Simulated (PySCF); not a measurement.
SMILES c1ccccc1/C=C\[Si](Cl)(Cl)Cl, singlet at its GFN2-xTB optimised geometry (Å):

```
19

Cl     2.4276     1.9681     0.0000
Si     0.3987     1.9681     0.0000
Cl    -0.2611     1.0840     1.6972
Cl    -0.2168     3.9004     0.0000
C     -0.3171     1.1797    -1.5517
C     -0.6677    -0.0930    -1.7577
C     -0.4718    -1.2150    -0.8448
C     -1.5009    -2.1409    -0.6735
C     -1.3544    -3.2003     0.2009
C     -0.1679    -3.3683     0.8964
C      0.8726    -2.4743     0.7074
C      0.7234    -1.4043    -0.1549
H     -0.5349     1.8803    -2.3493
H     -1.1793    -0.3487    -2.6799
H     -2.4276    -2.0091    -1.2136
H     -2.1653    -3.9004     0.3378
H     -0.0521    -4.1990     1.5765
H      1.8054    -2.6106     1.2341
H      1.5465    -0.7270    -0.3212
```

Calculation: PBE0/def2-SVP (PySCF 2.14.0). Cells within 0.4 Å of a nucleus heavier than hydrogen are left out (blank, or x).

Map of the electrostatic potential (hartree/e), clipped to [-0.08, 0.12] on the plane z = 0.0 Å:

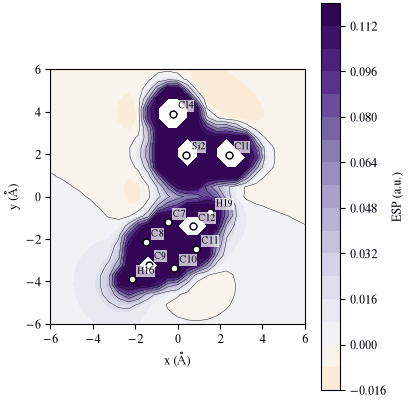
Figure: Electrostatic potential (hartree/e), clipped to [-0.08, 0.12] on the plane z = 0.0 Å.
